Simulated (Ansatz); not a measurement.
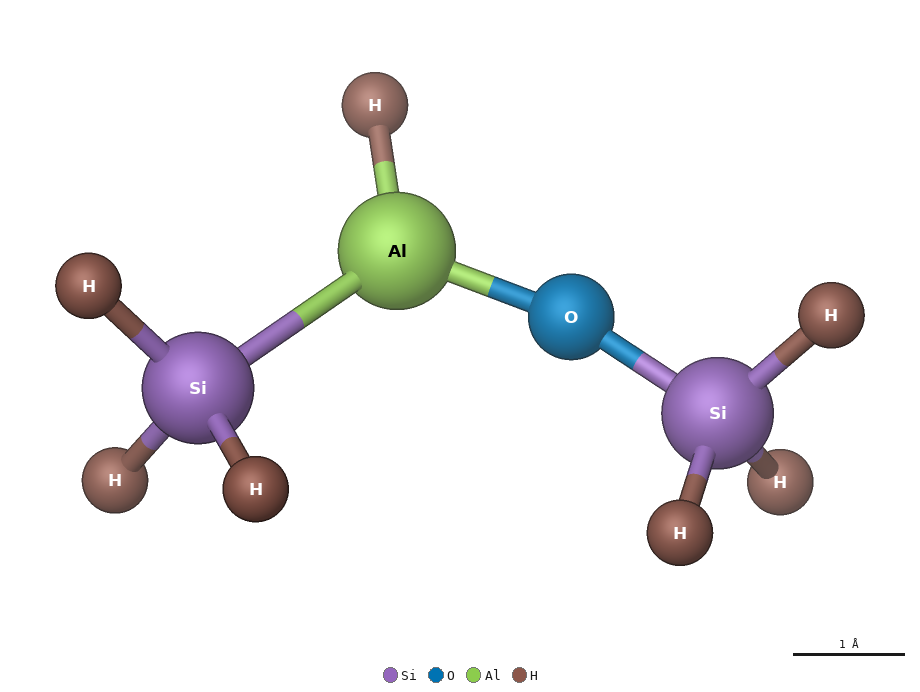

Ball-and-stick drawing of a structure.

What is the molecular formula?

Answer. AlH₇OSi₂, 11 atoms: 1 aluminium, 7 hydrogen, 1 oxygen and 2 silicon.

Write the SMILES.

Answer. [SiH3][O][AlH][SiH3]

More results for the same structure follow; atom numbers are the same in all pictures, views and colours differ. The geometry was computed by an optimisation with PBE0-D4/def2-TZVP. No frequency run is at hand to confirm it as a minimum.

**Symmetry**

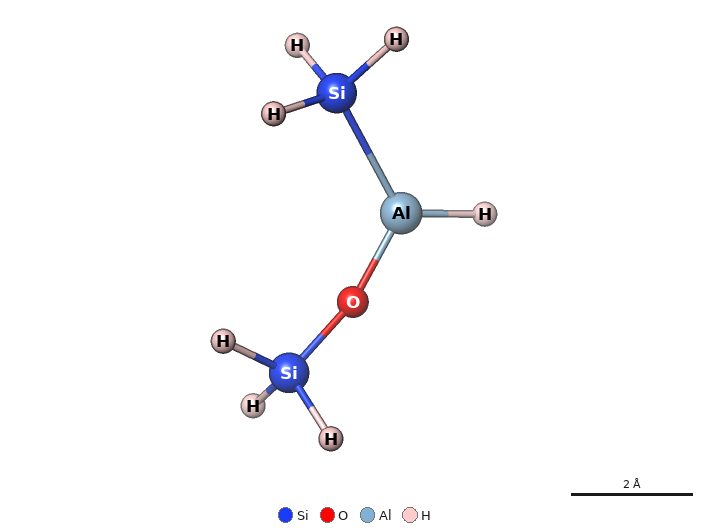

Depth is shown by fading: the farther an atom, the more it takes the colour of the background. No frequency run is at hand to confirm it as a minimum. Masses are those of the most abundant isotopes; constants are for the rigid equilibrium geometry.

What kind of rotor is it, and what are its rotational constants in cm⁻¹?

Answer. An asymmetric top (C1): A = 0.241, B = 0.0428, C = 0.0373 cm⁻¹. Ray's parameter κ is −0.95, close to the prolate limit.

**Levels of theory compared**

No frequency run is at hand to confirm it as a minimum. Program: Ansatz 0.2.0.

Compare HOMO energy (eV) at these levels: B3LYP-D4/def2-TZVPP; PBE-D4/def2-TZVPP; PBE0-D4/def2-TZVPP; r2SCAN-D4/def2-TZVPP; ωB97M-V/def2-TZVPP; ωB97X-V/def2-TZVPP.

| level | HOMO energy (eV) |
| --- | --- |
| B3LYP-D4/def2-TZVPP | −7.38 |
| PBE-D4/def2-TZVPP | −6.44 |
| PBE0-D4/def2-TZVPP | −7.57 |
| r2SCAN-D4/def2-TZVPP | −6.70 |
| ωB97M-V/def2-TZVPP | −9.59 |
| ωB97X-V/def2-TZVPP | −9.82 |

**Dipole moment**

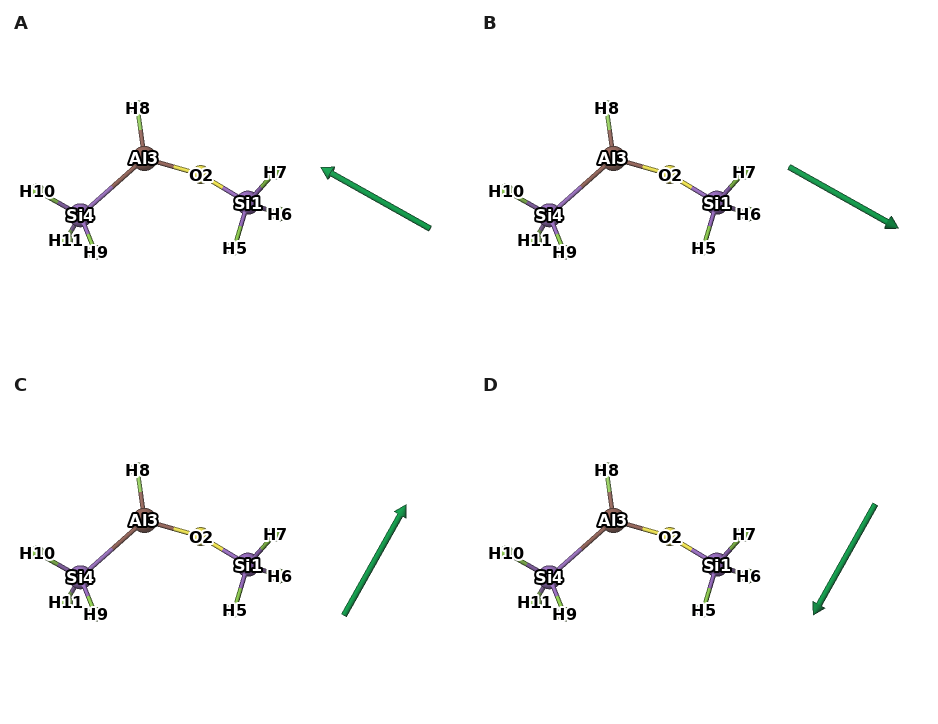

The same molecule four times, each with an arrow. No frequency run is at hand to confirm it as a minimum. Level of theory: RKS PBE0-D4/def2-TZVP (Ansatz 0.2.0).

Which arrow points along the dipole moment, from the negative to the positive end?

Answer. A. The dipole moment is 0.33 D; it points from the side of H6 to the side of H10 (the outermost atoms at the two ends).

**Charges**

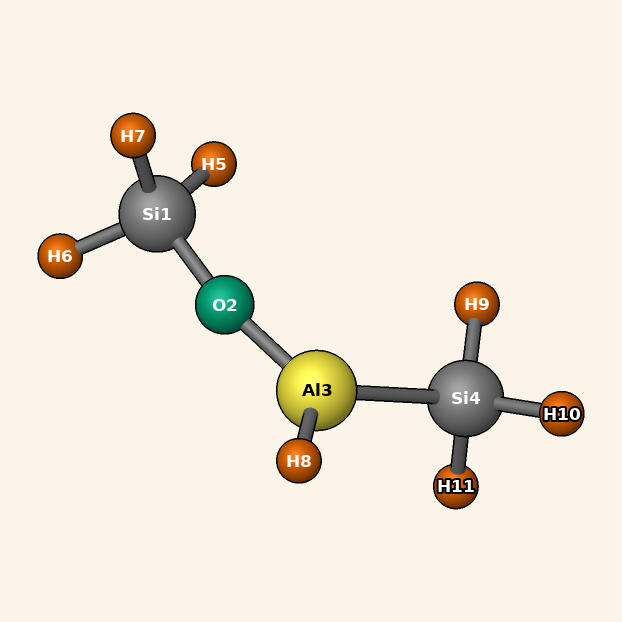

The questions are on Mulliken charges. No frequency run is at hand to confirm it as a minimum. Method: RKS B3LYP-D4/def2-TZVPP (Ansatz 0.2.0).

List the Mulliken charges.

| atom | value (e) |
| --- | --- |
| Si1 | 0.36 |
| O2 | −0.33 |
| Al3 | 0.47 |
| Si4 | 0.04 |
| H5 | −0.08 |
| H6 | −0.08 |
| H7 | −0.08 |
| H8 | −0.13 |
| H9 | −0.05 |
| H10 | −0.06 |
| H11 | −0.06 |

Mulliken values depend strongly on the basis set and can even reverse the polarity of a bond.
